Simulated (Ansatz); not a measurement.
**C2H9FSSi2: rotation by 120° about the Si2–S3 bond**

Wanted: the energy profile along the rotation by 120° about the Si2–S3 bond, from relaxed end points and a band of images. SMILES of the start: C[SiH](S)C(F)[SiH3].

Program: Ansatz 0.2.0. Level of theory: RKS PBE/6-31G*. These are calculated values, not measurements.

**1. Starting point**

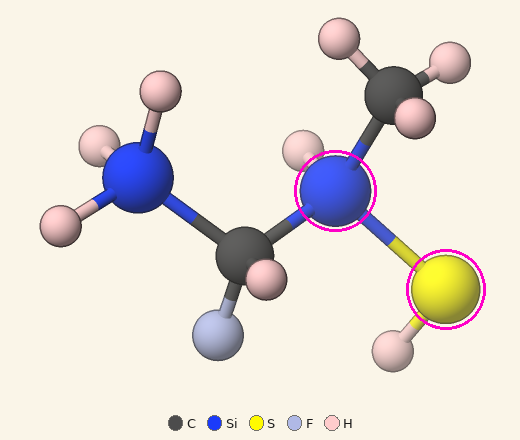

Start, viewed from a free direction; carbon dark grey, silicon blue, sulfur yellow, fluorine light blue, hydrogen pink. Ringed: Si2, S3.

Coordinates:

```xyz
15

C     0.8180   -0.7233    1.7597
Si    0.9270   -0.1338   -0.0170
S     2.3192   -1.4620   -0.9694
C    -0.5740   -0.1936   -0.9704
F    -0.3844   -0.0027   -2.3094
Si   -1.7450    1.1507   -0.3477
H     1.7729   -0.7093    2.2451
H     0.1751    0.0213    2.3161
H     0.3318   -1.6607    1.8562
H     1.5489    1.2222   -0.0389
H     2.2145   -0.9595   -2.1713
H    -1.1040   -1.1779   -0.8667
H    -1.1890    2.5124   -0.5045
H    -2.0867    0.9437    1.1104
H    -3.0461    1.1216   -1.0629
```

**2. End point A**

input.yaml

```yaml
crystal:
  periodic: [false, false, false]
  atoms:
    - { symbol: C, position_ang: [0.818, -0.7233, 1.7597] }
    - { symbol: Si, position_ang: [0.927, -0.1338, -0.017] }
    - { symbol: S, position_ang: [2.3192, -1.462, -0.9694] }
    - { symbol: C, position_ang: [-0.574, -0.1936, -0.9704] }
    - { symbol: F, position_ang: [-0.3844, -0.0027, -2.3094] }
    - { symbol: Si, position_ang: [-1.745, 1.1507, -0.3477] }
    - { symbol: H, position_ang: [1.7729, -0.7093, 2.2451] }
    - { symbol: H, position_ang: [0.1751, 0.0213, 2.3161] }
    - { symbol: H, position_ang: [0.3318, -1.6607, 1.8562] }
    - { symbol: H, position_ang: [1.5489, 1.2222, -0.0389] }
    - { symbol: H, position_ang: [2.2145, -0.9595, -2.1713] }
    - { symbol: H, position_ang: [-1.104, -1.1779, -0.8667] }
    - { symbol: H, position_ang: [-1.189, 2.5124, -0.5045] }
    - { symbol: H, position_ang: [-2.0867, 0.9437, 1.1104] }
    - { symbol: H, position_ang: [-3.0461, 1.1216, -1.0629] }
basis:
  gaussian: { orbitals: "6-31G*" }
hamiltonian:
  xc: pbe
relax:
  f_tol: 0.015
  max_steps: 40
```

On the command line:

```
ansatz run input.yaml --threads 2 --pin off --max-ram 3072MiB --backend cpu --events-out ev --progress --plain --runs-dir out
```

Log, shortened:

```text
Warning: RAYON_NUM_THREADS=2 ignored (pool sized by the plan → 2); use --threads N
[...]
Functional definition: PBE
[...]
1484 factors; their error is unknown
[...]
mean field -31508.01749699 eV, -1157.8982861129 hartree, gradient 4.5e-5 eV, S^2 0.000000; 0 other end points of the search recorded, 0 dependent functions left out
[...]
reference -31508.01753663 eV, -1157.8982875698 hartree; 37, 37 occupied and 83, 83 virtual orbitals, 1484 factors
relax step   1: F+E_penalty+E_count = -31508.01749699 eV  Δ(F+E_penalty+E_count) = +0.000e0 eV  max|allowed force component| = 2.949e0 eV/Å  Δτ_max = 0.0000 Å  (29 SCF iters, accepted)
[...]
relax step   7: F+E_penalty+E_count = -31508.50820980 eV  Δ(F+E_penalty+E_count) = -8.138e-4 eV  max|allowed force component| = 1.958e-2 eV/Å  Δτ_max = 0.0333 Å  (31 SCF iters, accepted)
[...]
relax step   8: F+E_penalty+E_count = -31508.50846306 eV  Δ(F+E_penalty+E_count) = -2.533e-4 eV  max|allowed force component| = 1.472e-2 eV/Å  Δτ_max = 0.0146 Å  (32 SCF iters, accepted)
1484 factors; their error is unknown
mean field -31508.50846306 eV, -1157.9163287832 hartree, gradient 1.1e-5 eV, S^2 0.000000; 1 other end points of the search recorded, 0 dependent functions left out
[...]
reference -31508.50850346 eV, -1157.9163302678 hartree; 37, 37 occupied and 83, 83 virtual orbitals, 1484 factors
Total energy: -31508.50850346 eV, -1157.9163302678 hartree
Atom 0 at     0.868141    -0.692311     1.813808 Å, force    -0.002009    -0.004602    -0.002055 eV/Å
Atom 1 at     1.054021    -0.145111     0.018185 Å, force     0.008422     0.004858     0.001534 eV/Å
Atom 2 at     2.379357    -1.540779    -0.976936 Å, force     0.004946    -0.014716     0.009963 eV/Å
Atom 3 at    -0.610267    -0.142347    -0.929617 Å, force     0.006144     0.003965     0.001156 eV/Å
Atom 4 at    -0.292931     0.142675    -2.297463 Å, force    -0.008738    -0.000531    -0.000796 eV/Å
Atom 5 at    -1.874379     1.174347    -0.360176 Å, force    -0.005488     0.002426     0.003677 eV/Å
Atom 6 at     1.853793    -0.750141     2.305366 Å, force     0.002830     0.003947    -0.001223 eV/Å
Atom 7 at     0.249201     0.023863     2.380599 Å, force    -0.000645     0.001387    -0.002298 eV/Å
Atom 8 at     0.396453    -1.686872     1.877449 Å, force    -0.002353    -0.003257     0.002344 eV/Å
Atom 9 at     1.601931     1.249869    -0.074898 Å, force    -0.000656     0.003579     0.003177 eV/Å
Atom 10 at     2.045256    -1.101151    -2.221148 Å, force    -0.005336     0.004450    -0.009051 eV/Å
Atom 11 at    -1.068581    -1.150996    -0.891632 Å, force     0.002577     0.000099    -0.002263 eV/Å
Atom 12 at    -1.258347     2.536548    -0.448463 Å, force    -0.002994    -0.001158     0.001720 eV/Å
Atom 13 at    -2.270838     0.898815     1.063940 Å, force    -0.000057     0.000986    -0.004816 eV/Å
Atom 14 at    -3.094610     1.132689    -1.229713 Å, force     0.003357    -0.001434    -0.001070 eV/Å
Dipole moment:    -0.301107     0.034558     0.338371 e Å
```

It took 26 s on 2 threads of Arm Neoverse V2, shared host; peak memory 0.18 GiB.

Step by step:

```
step  energy from step 1 (eV)  largest force component (eV/Å)
   1                   0.0000                          2.9486
   2                  -0.3910                          1.3643
   3                  -0.4705                          0.3129
   4                  -0.4801                          0.3179
   5                  -0.4883                          0.0873
   6                  -0.4899                          0.0477
   7                  -0.4907                          0.0196
   8                  -0.4910                          0.0147
```

Step 1 is the start.

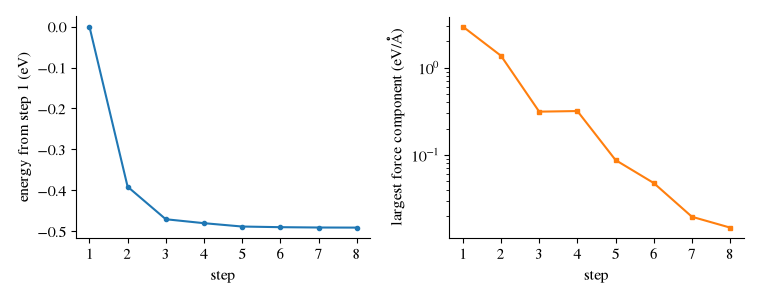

How energy and force went from step to step.

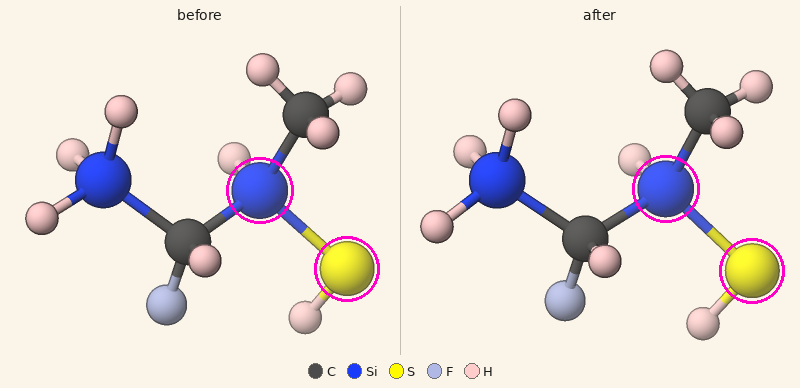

Before and after, at one scale.

After: Bond lengths: C1–Si2 1.886 Å, Si2–S3 2.167 Å, Si2–C4 1.915 Å, C4–F5 1.433 Å, C4–Si6 1.912 Å, C1–H7 1.103 Å, C1–H8 1.103 Å, C1–H9 1.103 Å, Si2–H10 1.502 Å, S3–H11 1.361 Å, C4–H12 1.109 Å, Si6–H13 1.498 Å, Si6–H14 1.504 Å, Si6–H15 1.499 Å. Angles (14 of 25 angles, heavy atoms first): C1–Si2–S3 108.1°, C1–Si2–C4 112.7°, S3–Si2–C4 107.8°, Si2–C4–F5 106.3°, Si2–C4–Si6 115.3°, F5–C4–Si6 107.1°, C1–Si2–H10 111.4°, S3–Si2–H10 110.3°, C4–Si2–H10 106.6°, Si2–C1–H7 110.6°, Si2–C1–H8 110.9°, Si2–C1–H9 111.0°, Si2–S3–H11 93.5°, Si2–C4–H12 109.9°.

**3. End point B**

The second end starts from a geometry with the move made by hand.

Edit input.yaml of step 2 so:

```diff
@@ -13,3 +13,3 @@
     - { symbol: H, position_ang: [1.5489, 1.2222, -0.0389] }
-    - { symbol: H, position_ang: [2.2145, -0.9595, -2.1713] }
+    - { symbol: H, position_ang: [1.68476, -2.57172, -0.69729] }
     - { symbol: H, position_ang: [-1.104, -1.1779, -0.8667] }
```

On the command line:

```
ansatz run input.yaml --threads 2 --pin off --max-ram 3072MiB --backend cpu --events-out ev --progress --plain --runs-dir out
```

Log, shortened:

```text
Warning: RAYON_NUM_THREADS=2 ignored (pool sized by the plan → 2); use --threads N
[...]
Functional definition: PBE
[...]
1484 factors; their error is unknown
[...]
mean field -31507.92300110 eV, -1157.8948134530 hartree, gradient 3.8e-5 eV, S^2 0.000000; 0 other end points of the search recorded, 0 dependent functions left out
[...]
reference -31507.92304151 eV, -1157.8948149383 hartree; 37, 37 occupied and 83, 83 virtual orbitals, 1484 factors
relax step   1: F+E_penalty+E_count = -31507.92300110 eV  Δ(F+E_penalty+E_count) = +0.000e0 eV  max|allowed force component| = 2.912e0 eV/Å  Δτ_max = 0.0000 Å  (28 SCF iters, accepted)
[...]
relax step   4: F+E_penalty+E_count = -31508.45431361 eV  Δ(F+E_penalty+E_count) = -1.817e-2 eV  max|allowed force component| = 1.854e-1 eV/Å  Δτ_max = 0.0378 Å  (31 SCF iters, accepted)
[...]
Atom 5 at    -1.869523     1.130748    -0.274814 Å, force     0.001458     0.005444     0.006434 eV/Å
Atom 6 at     1.773039    -0.670179     2.292941 Å, force    -0.001401    -0.000841     0.001966 eV/Å
Atom 7 at     0.197533     0.175419     2.276606 Å, force     0.003104    -0.004032    -0.002376 eV/Å
Atom 8 at     0.279502    -1.570577     1.914457 Å, force     0.000754     0.002950    -0.001737 eV/Å
Atom 9 at     1.736761     1.108612    -0.256952 Å, force    -0.000005    -0.002539    -0.000881 eV/Å
Atom 10 at     1.751025    -2.724217    -0.671598 Å, force     0.006193     0.011793    -0.001546 eV/Å
Atom 11 at    -1.100213    -1.161732    -0.941109 Å, force     0.002778     0.006627    -0.003456 eV/Å
Atom 12 at    -1.224944     2.483574    -0.234086 Å, force    -0.006137    -0.012629    -0.000658 eV/Å
Atom 13 at    -2.299673     0.746937     1.114685 Å, force     0.004526     0.003116    -0.012618 eV/Å
Atom 14 at    -3.073497     1.191003    -1.165582 Å, force     0.005154     0.001040     0.005092 eV/Å
Dipole moment:    -0.332923    -0.189511     0.541137 e Å
```

It took 40 s on 2 threads of Arm Neoverse V2, shared host; peak memory 0.18 GiB.

The steps of the relaxation:

```
step  energy from step 1 (eV)  largest force component (eV/Å)
   1                   0.0000                          2.9116
   2                  -0.4058                          1.3047
   3                  -0.5131                          0.4819
   4                  -0.5313                          0.1854
   5                  -0.5350                          0.0777
   6                  -0.5357                          0.0372
   7                  -0.5362                          0.0292
   8                  -0.5375                          0.0289
   9                  -0.5382                          0.0652
  10                  -0.5385                          0.0507
  11                  -0.5390                          0.0104
  12                  -0.5391                          0.0141
  13                  -0.5393                          0.0126
```

Step 1 is the start.

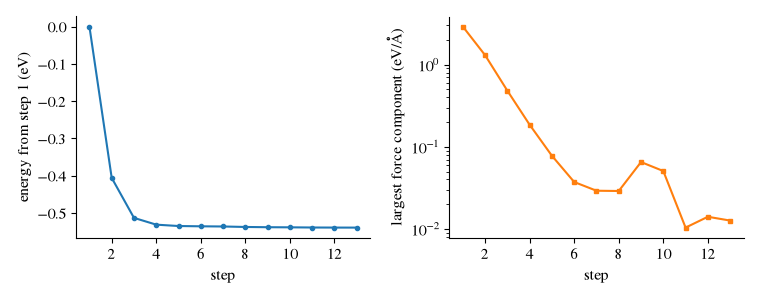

Energy and largest force along the relaxation.

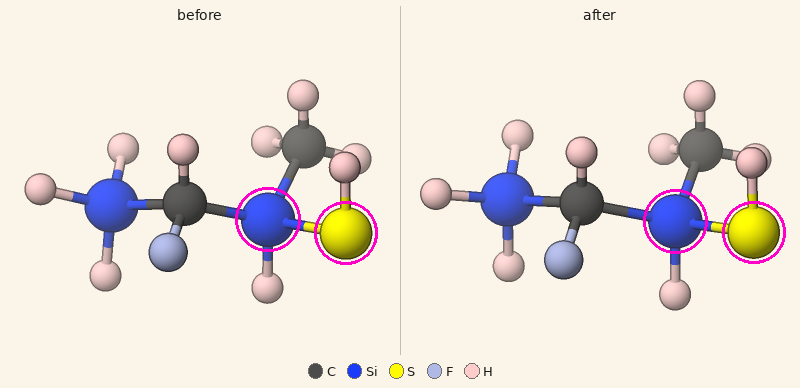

The structure before (left) and after (right), drawn at the same scale.

After: Bond lengths: C1–Si2 1.892 Å, Si2–S3 2.168 Å, Si2–C4 1.917 Å, C4–F5 1.423 Å, C4–Si6 1.916 Å, C1–H7 1.102 Å, C1–H8 1.104 Å, C1–H9 1.104 Å, Si2–H10 1.497 Å, S3–H11 1.363 Å, C4–H12 1.110 Å, Si6–H13 1.499 Å, Si6–H14 1.504 Å, Si6–H15 1.499 Å. Angles (14 of 25 angles, heavy atoms first): C1–Si2–S3 112.2°, C1–Si2–C4 110.1°, S3–Si2–C4 111.6°, Si2–C4–F5 108.1°, Si2–C4–Si6 114.8°, F5–C4–Si6 106.6°, C1–Si2–H10 112.3°, S3–Si2–H10 102.4°, C4–Si2–H10 108.0°, Si2–C1–H7 109.9°, Si2–C1–H8 111.2°, Si2–C1–H9 111.4°, Si2–S3–H11 96.0°, Si2–C4–H12 109.9°.

**4. The band**

crystal.atoms is end A as relaxed above, and neb.final_atoms is end B, turned to lie on A. With 5 inner images the band has 7 in all. The start path is listed, through a guess of the saddle.

input.yaml

```yaml
crystal:
  periodic: [false, false, false]
  atoms:
    - { symbol: C, position_ang: [0.868141, -0.692311, 1.813808] }
    - { symbol: Si, position_ang: [1.054021, -0.145111, 0.018185] }
    - { symbol: S, position_ang: [2.379357, -1.540779, -0.976936] }
    - { symbol: C, position_ang: [-0.610267, -0.142347, -0.929617] }
    - { symbol: F, position_ang: [-0.292931, 0.142675, -2.297463] }
    - { symbol: Si, position_ang: [-1.874379, 1.174347, -0.360176] }
    - { symbol: H, position_ang: [1.853793, -0.750141, 2.305366] }
    - { symbol: H, position_ang: [0.249201, 0.023863, 2.380599] }
    - { symbol: H, position_ang: [0.396453, -1.686872, 1.877449] }
    - { symbol: H, position_ang: [1.601931, 1.249869, -0.074898] }
    - { symbol: H, position_ang: [2.045256, -1.101151, -2.221148] }
    - { symbol: H, position_ang: [-1.068581, -1.150996, -0.891632] }
    - { symbol: H, position_ang: [-1.258347, 2.536548, -0.448463] }
    - { symbol: H, position_ang: [-2.270838, 0.898815, 1.06394] }
    - { symbol: H, position_ang: [-3.09461, 1.132689, -1.229713] }
basis:
  gaussian: { orbitals: "6-31G*" }
hamiltonian:
  xc: pbe
neb:
  order_check: false
  images: 5
  f_tol: 0.05
  max_iterations: 60
  final_atoms:
    - { symbol: C, position_ang: [0.87108988, -0.62249879, 1.6211169] }
    - { symbol: Si, position_ang: [1.09902254, -0.00155621, -0.15119599] }
    - { symbol: S, position_ang: [2.57489083, -1.15650365, -1.24216035] }
    - { symbol: C, position_ang: [-0.58767394, 0.02712653, -1.06158422] }
    - { symbol: F, position_ang: [-0.375222, 0.54840429, -2.36819145] }
    - { symbol: Si, position_ang: [-1.9241547, 1.12979676, -0.24373645] }
    - { symbol: H, position_ang: [1.84731135, -0.67053016, 2.13109587] }
    - { symbol: H, position_ang: [0.2116655, 0.04893121, 2.19862303] }
    - { symbol: H, position_ang: [0.42686469, -1.63279665, 1.64018453] }
    - { symbol: H, position_ang: [1.67324531, 1.38045203, -0.19925623] }
    - { symbol: H, position_ang: [1.98071395, -2.36744316, -1.04864284] }
    - { symbol: H, position_ang: [-0.98198295, -1.00607391, -1.16113513] }
    - { symbol: H, position_ang: [-1.38504163, 2.51420306, -0.04359813] }
    - { symbol: H, position_ang: [-2.32273668, 0.55784105, 1.08932261] }
    - { symbol: H, position_ang: [-3.12979215, 1.1997456, -1.13154115] }
  initial_path:
    images:
      - { positions_ang: [[0.868141, -0.692311, 1.813808], [1.054021, -0.145111, 0.018185], [2.379357, -1.540779, -0.976936], [-0.610267, -0.142347, -0.929617], [-0.292931, 0.142675, -2.297463], [-1.874379, 1.174347, -0.360176], [1.853793, -0.750141, 2.305366], [0.249201, 0.023863, 2.380599], [0.396453, -1.686872, 1.877449], [1.601931, 1.249869, -0.074898], [2.045256, -1.101151, -2.221148], [-1.068581, -1.150996, -0.891632], [-1.258347, 2.536548, -0.448463], [-2.270838, 0.898815, 1.06394], [-3.09461, 1.132689, -1.229713]] }
      - { positions_ang: [[0.86319413, -0.70082023, 1.78227588], [1.02893542, -0.0994126, 0.00818392], [2.41059995, -1.42392645, -0.98501029], [-0.56954266, -0.12487224, -0.95820974], [-0.28578751, 0.16134219, -2.30918562], [-1.83396371, 1.16370199, -0.35568083], [1.83298668, -0.7273442, 2.28201436], [0.21687081, -0.0003533, 2.35397834], [0.40435614, -1.68641745, 1.83160227], [1.57485106, 1.29306716, -0.02560347], [1.92694398, -1.29776454, -2.12081726], [-1.03318869, -1.13641804, -0.92506465], [-1.26336959, 2.53792659, -0.43171551], [-2.22188917, 0.87300365, 1.07041593], [-3.07279684, 1.11738549, -1.18788234]] }
      - { positions_ang: [[0.85824727, -0.70932946, 1.75074376], [1.00384983, -0.05371421, -0.00181716], [2.4418429, -1.3070739, -0.99308457], [-0.52881832, -0.10739747, -0.98680248], [-0.27864401, 0.18000938, -2.32090823], [-1.79354842, 1.15305697, -0.35118565], [1.81218037, -0.7045474, 2.25866273], [0.18454063, -0.02456961, 2.32735768], [0.41225928, -1.6859629, 1.78575554], [1.54777111, 1.33626531, 0.02369106], [1.80863195, -1.49437808, -2.02048653], [-0.99779638, -1.12184009, -0.95849731], [-1.26839218, 2.53930519, -0.41496802], [-2.17294034, 0.84719229, 1.07689186], [-3.05098369, 1.10208198, -1.14605167]] }
      - { positions_ang: [[0.8533004, -0.71783869, 1.71921164], [0.97876425, -0.00801581, -0.01181824], [2.47308585, -1.19022135, -1.00115886], [-0.48809399, -0.08992271, -1.01539522], [-0.27150052, 0.19867658, -2.33263085], [-1.75313312, 1.14241196, -0.34669048], [1.79137405, -0.6817506, 2.23531109], [0.15221044, -0.04878591, 2.30073702], [0.42016242, -1.68550835, 1.73990882], [1.52069117, 1.37946347, 0.07298558], [1.69031993, -1.69099162, -1.92015579], [-0.96240406, -1.10726213, -0.99192996], [-1.27341477, 2.54068378, -0.39822053], [-2.12399151, 0.82138094, 1.08336779], [-3.02917053, 1.08677847, -1.10422101]] }
      - { positions_ang: [[0.85923023, -0.68605873, 1.68651339], [1.01885035, -0.00586261, -0.05827749], [2.50702084, -1.17898212, -1.08149269], [-0.5212873, -0.0509063, -1.03079156], [-0.30607434, 0.31525248, -2.34448438], [-1.81014031, 1.13820689, -0.31237247], [1.81001982, -0.67801045, 2.20057268], [0.17202879, -0.01621353, 2.26669902], [0.42239651, -1.66793778, 1.70666739], [1.57154255, 1.37979299, -0.01776169], [1.78711794, -1.91647547, -1.62965148], [-0.96893036, -1.07353273, -1.04833169], [-1.31062372, 2.53185687, -0.28001307], [-2.1902399, 0.73353431, 1.08535273], [-3.06271107, 1.12443418, -1.11332772]] }
      - { positions_ang: [[0.86516005, -0.65427876, 1.65381515], [1.05893644, -0.00370941, -0.10473674], [2.54095584, -1.16774289, -1.16182652], [-0.55448062, -0.01188989, -1.04618789], [-0.34064817, 0.43182838, -2.35633792], [-1.86714751, 1.13400183, -0.27805446], [1.82866559, -0.67427031, 2.16583428], [0.19184714, 0.01635884, 2.23266103], [0.4246306, -1.65036722, 1.67342596], [1.62239393, 1.38012251, -0.10850896], [1.88391594, -2.14195931, -1.33914716], [-0.97545665, -1.03980332, -1.10473341], [-1.34783268, 2.52302997, -0.1618056], [-2.25648829, 0.64568768, 1.08733767], [-3.09625161, 1.16208989, -1.12243443]] }
      - { positions_ang: [[0.87108988, -0.62249879, 1.6211169], [1.09902254, -0.00155621, -0.15119599], [2.57489083, -1.15650365, -1.24216035], [-0.58767394, 0.02712653, -1.06158422], [-0.375222, 0.54840429, -2.36819145], [-1.9241547, 1.12979676, -0.24373645], [1.84731135, -0.67053016, 2.13109587], [0.2116655, 0.04893121, 2.19862303], [0.42686469, -1.63279665, 1.64018453], [1.67324531, 1.38045203, -0.19925623], [1.98071395, -2.36744316, -1.04864284], [-0.98198295, -1.00607391, -1.16113513], [-1.38504163, 2.51420306, -0.04359813], [-2.32273668, 0.55784105, 1.08932261], [-3.12979215, 1.1997456, -1.13154115]] }
```

On the command line:

```
ansatz run input.yaml --threads 2 --pin off --max-ram 3072MiB --backend cpu --events-out ev --progress --plain --runs-dir out
```

Log, shortened:

```text
Warning: RAYON_NUM_THREADS=2 ignored (pool sized by the plan → 2); use --threads N
[...]
Functional definition: PBE
[...]
1484 factors; their error is unknown
[...]
mean field -31508.50846937 eV, -1157.9163290151 hartree, gradient 3.2e-5 eV, S^2 0.000000; 0 other end points of the search recorded, 0 dependent functions left out
[...]
reference -31508.50850976 eV, -1157.9163304994 hartree; 37, 37 occupied and 83, 83 virtual orbitals, 1484 factors
1484 factors; their error is unknown
[...]
mean field -31508.46224563 eV, -1157.9146303240 hartree, gradient 2.0e-5 eV, S^2 0.000000; 0 other end points of the search recorded, 0 dependent functions left out
[...]
reference -31508.46228675 eV, -1157.9146318353 hartree; 37, 37 occupied and 83, 83 virtual orbitals, 1484 factors
NEB end point (image 0): max|allowed force component| = 1.470e-2 eV/Å (the criterion of neb.relax_end_points is 1.000e-2)
[...]
1484 factors; their error is unknown
mean field -31507.54609287 eV, -1157.8809623311 hartree, gradient 3.2e-5 eV, S^2 0.000000; 0 other end points of the search recorded, 0 dependent functions left out
[...]
reference -31507.54613323 eV, -1157.8809638144 hartree; 37, 37 occupied and 83, 83 virtual orbitals, 1484 factors
1484 factors; their error is unknown
[...]
mean field -31507.88543063 eV, -1157.8934327637 hartree, gradient 2.8e-5 eV, S^2 0.000000; 0 other end points of the search recorded, 0 dependent functions left out
[...]
reference -31507.88547134 eV, -1157.8934342598 hartree; 37, 37 occupied and 83, 83 virtual orbitals, 1484 factors
NEB iter   1: max|band force component| = 5.581e0 eV/Å  barrier→ = 0.9624 eV  barrier← = 0.9162 eV  Δτ_max = 0.1987 Å  (201 SCF iters)
[...]
NEB iter   2: max|band force component| = 2.131e0 eV/Å  barrier→ = 0.2366 eV  barrier← = 0.1903 eV  Δτ_max = 0.1434 Å  (147 SCF iters)
[...]
1484 factors; their error is unknown
mean field -31508.48055429 eV, -1157.9153031551 hartree, gradient 9.5e-6 eV, S^2 0.000000; 0 other end points of the search recorded, 0 dependent functions left out
[...]
```

(Part 1 of 2 ends here.)
